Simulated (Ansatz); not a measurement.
**SiH3Br (SMILES [SiH3]Br) at BCCD(T)/def2-TZVP**

What is the vertical ionisation energy of SiH3Br at BCCD(T)/def2-TZVP? 

The results are computed with Ansatz 0.2.0.

54 further runs of the same task are left out: 1 that didn't finish, 53 set aside as unsound or not needed.

## 1. The structure to begin with

The species is SiH3Br (5 atoms), meant as a singlet with charge 0. SMILES: `[SiH3]Br`. Geometry: relaxed at PBE0-D4/def2-TZVP.

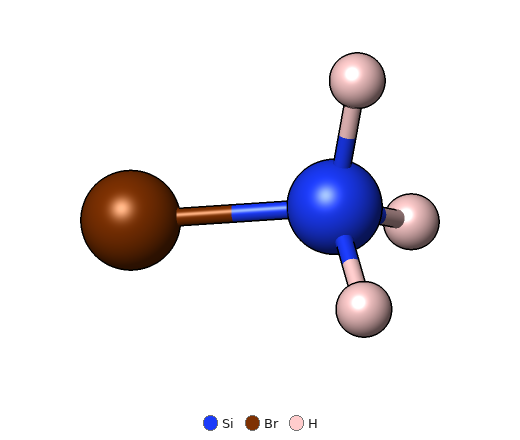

Viewed from a chosen angle; silicon blue, bromine brown, hydrogen pink.

## 2. A single-point energy at BCCD(T)/def2-TZVP

Contents of in.yaml:

```yaml
crystal:
  periodic: [false, false, false]
  atoms:
    - symbol: Si
      position_ang: [-0.147420, 0.056100, -0.043220]
    - symbol: Br
      position_ang: [1.853020, -0.705130, 0.543250]
    - symbol: H
      position_ang: [-1.064550, -0.105170, 1.107850]
    - symbol: H
      position_ang: [-0.625550, -0.731350, -1.202270]
    - symbol: H
      position_ang: [-0.015510, 1.485560, -0.405610]
basis:
  gaussian:
    orbitals: def2-TZVP
correlation:
  method: bccd_t
  frozen_orbitals: {Br: 9, H: 0, Si: 5}
accuracy: high
scf:
  omitted_lower_state_checks: [cluster_reference, increment]
```

Run with:

```sh
$ ansatz run in.yaml --threads 1 --pin off --max-ram 3480MiB --events-out events.jsonl --progress --plain --runs-dir runs
```

What it wrote (excerpt; [...] marks lines left out):

```text
Warning: RAYON_NUM_THREADS=1 ignored (pool sized by the plan → 1); use --threads N
Functional definition: HF
  name "HF"
[...]
1659 factors; integrals over basis functions are off by at most 4.6e-9 eV
[...]
mean field -77910.24982540 eV, -2863.1488716194 hartree, gradient 7.1e-8 eV, S^2 0.000000; 0 other end points of the search recorded, 0 dependent functions left out
14 core orbitals not correlated: weight in the atoms' cores, before any rotation towards them, 1.000 or more for the frozen orbitals, at most 0.000 for the correlated occupied ones
reference -77910.24982540 eV, -2863.1488716194 hartree; 12, 12 occupied and 77, 77 virtual orbitals, 1659 factors
second order -10.76404163 eV of doubles, -0.00000000 eV of singles
cycle   1  -11.19792902 eV  change   -4.3e-1 eV  update   6.7e-2
[...]
cycle  19  -11.52703338 eV  change    1.6e-9 eV  update   1.8e-9
perturbative correction -0.37813229 eV, -0.0138961054 hartree
Total energy: -77922.15499107 eV, -2863.5863783882 hartree
Checks for a lower state left out: cluster_reference, increment
```

It took 12 s on 1 thread of Arm Neoverse V2, shared host; peak memory 0.67 GiB.

## 3. The doublet cation

Contents of run.yaml:

```yaml
basis:
  gaussian: {orbitals: def2-TZVP}
crystal:
  periodic: [false, false, false]
  atoms:
    - symbol: Si
      position_ang: [-0.147420, 0.056100, -0.043220]
    - symbol: Br
      position_ang: [1.853020, -0.705130, 0.543250]
    - symbol: H
      position_ang: [-1.064550, -0.105170, 1.107850]
    - symbol: H
      position_ang: [-0.625550, -0.731350, -1.202270]
    - symbol: H
      position_ang: [-0.015510, 1.485560, -0.405610]
total_charge: 1
magnetization: {spin_polarized: true, initial_magnetization: 1}
correlation: {method: bccd_t, frozen_orbitals: {Br: 9, H: 0, Si: 5}}
accuracy: high
scf: {omitted_lower_state_checks: [cluster_reference, increment]}
```

Run with:

```sh
$ ansatz run run.yaml --threads 1 --pin off --max-ram 3480MiB --events-out events.jsonl --progress --plain --runs-dir runs
```

What it wrote (excerpt; [...] marks lines left out):

```text
Warning: RAYON_NUM_THREADS=1 ignored (pool sized by the plan → 1); use --threads N
Functional definition: HF
  name "HF"
[...]
1659 factors; integrals over basis functions are off by at most 4.6e-9 eV
[...]
mean field -77900.13916072 eV, -2862.7773115455 hartree, gradient 4.5e-8 eV, S^2 0.760758; 10 other end points of the search recorded, 0 dependent functions left out
14 core orbitals not correlated: weight in the atoms' cores, before any rotation towards them, 1.000 or more for the frozen orbitals, at most 0.000 for the correlated occupied ones
reference -77900.13916072 eV, -2862.7773115455 hartree; 12, 11 occupied and 77, 78 virtual orbitals, 1659 factors
second order -9.75479339 eV of doubles, -0.00000000 eV of singles
cycle   1  -10.34356564 eV  change   -5.9e-1 eV  update   7.5e-2
[...]
cycle  37  -10.70941909 eV  change   6.3e-10 eV  update   2.5e-9
perturbative correction -0.35163986 eV, -0.0129225264 hartree
Total energy: -77911.20021967 eV, -2863.1837979646 hartree
Checks for a lower state left out: cluster_reference, increment
```

Run time: 2.9 min. Hardware: 1 thread of Arm Neoverse V2, shared host; peak memory 1.6 GiB.

## 4. Results

At BCCD(T)/def2-TZVP, 14 core orbitals frozen:

| quantity | value |
| --- | --- |
| singlet SiH3Br: total energy | -2863.58638 Eh |
| singlet SiH3Br: correlation energy (14 core orbitals frozen) | -437.5 mEh |
| singlet SiH3Br: (T) correction | -13.90 mEh |
| doublet cation: total energy | -2863.18380 Eh |
| doublet cation: correlation energy (14 core orbitals frozen) | -406.5 mEh |
| doublet cation: (T) correction | -12.92 mEh |
| doublet cation: ⟨S²⟩ of the reference determinant | 0.761 |
| vertical ionisation energy (to the doublet cation) | 10.955 eV |

What this shows: Removing an electron at fixed nuclei costs 10.95 eV (253 kcal/mol). The triples (singlet SiH3Br) make up 3.2 % of the correlation energy. The triples (doublet cation) make up 3.2 % of the correlation energy.
